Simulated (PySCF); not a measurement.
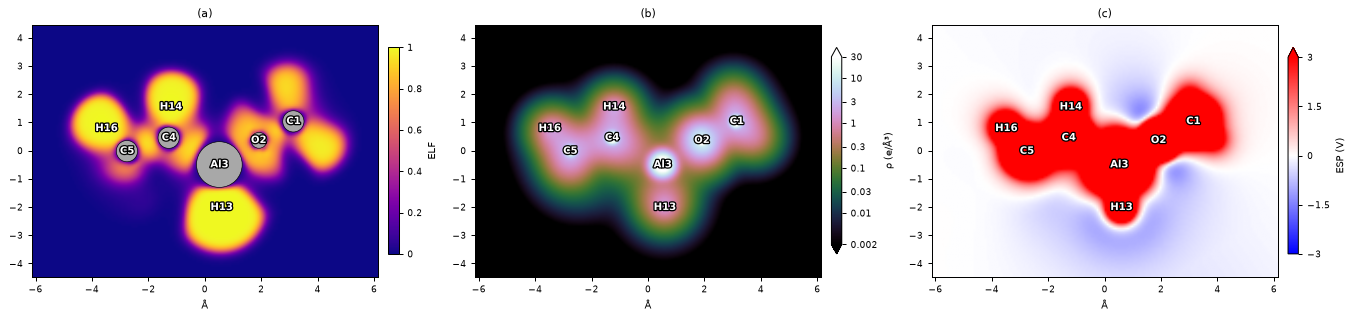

The picture shows: C₆H₁₁AlO₂. (a) electron localisation function; (b) electron density; (c) electrostatic potential on the plane of atoms O2, Al3 and C4. Grey discs cover the atomic cores in the ELF map.

Geometry: GFN2-xTB.

Theory: PySCF 2.14.0, PBE0/pcSseg-1, SCF density, gas phase, non-relativistic.

```yaml
atoms:
  - { symbol: C, position_ang: [-3.0265, -2.1593, 0.5963] }
  - { symbol: O, position_ang: [-2.0976, -1.1251, 0.5008] }
  - { symbol: Al, position_ang: [-1.0680, 0.1582, 0.4428] }
  - { symbol: C, position_ang: [-0.1737, 0.6914, -1.3003] }
  - { symbol: C, position_ang: [0.7012, 1.9077, -1.7453] }
  - { symbol: C, position_ang: [1.7845, 1.3649, -0.8433] }
  - { symbol: C, position_ang: [1.0352, 0.3169, -0.5082] }
  - { symbol: O, position_ang: [0.9214, -0.6455, 0.4625] }
  - { symbol: C, position_ang: [2.0485, -0.8509, 1.2875] }
  - { symbol: H, position_ang: [-3.7293, -1.9552, 1.4082] }
  - { symbol: H, position_ang: [-2.5205, -3.1073, 0.7976] }
  - { symbol: H, position_ang: [-3.5871, -2.2485, -0.3376] }
  - { symbol: H, position_ang: [-0.9292, 1.0350, 1.6862] }
  - { symbol: H, position_ang: [-0.3756, 0.0034, -2.1332] }
  - { symbol: H, position_ang: [0.3160, 2.8759, -1.4315] }
  - { symbol: H, position_ang: [0.9343, 1.9339, -2.8096] }
  - { symbol: H, position_ang: [2.7621, 1.7285, -0.5835] }
  - { symbol: H, position_ang: [1.7546, -1.5460, 2.0717] }
  - { symbol: H, position_ang: [2.3767, 0.0910, 1.7346] }
  - { symbol: H, position_ang: [2.8677, -1.2777, 0.7011] }
```

> Read the bonding off the picture.

The plane passes through C, O, Al and H nuclei. C–O (1.39 Å): the density is about 2.1 e/Å³ at the midpoint, with its minimum of 1.8 e/Å³ about 0.5 Å from C; the ELF peaks at about 0.90 between the atoms; a shared but strongly polarised pair. Al–O (1.65 Å): ρ at the midpoint is about 0.86 e/Å³; the ELF peaks at about 0.80 in the valence shell of O, 0.6 Å from its nucleus, and is about 0.30 at the midpoint. C–Al (2.03 Å): the density is about 0.6 e/Å³ at the midpoint; the ELF peaks at about 0.90 between the atoms (a polar covalent bond). C–H (1.10 Å): ρ is about 1.9 e/Å³ halfway; the ELF climbs to about 1 towards the hydrogen, as it does in any bond to H; a covalent bond by its length. C–O (1.39 Å): ρ at the midpoint is about 2.1 e/Å³, with its minimum of 1.8 e/Å³ about 0.5 Å from C; the ELF peaks at about 0.90 between the atoms (a polar covalent bond). The ELF also peaks beside O2, away from the bonds: lone-pair regions. Outside the dense part of the molecule the potential is most negative (−1.3 V) near O2.
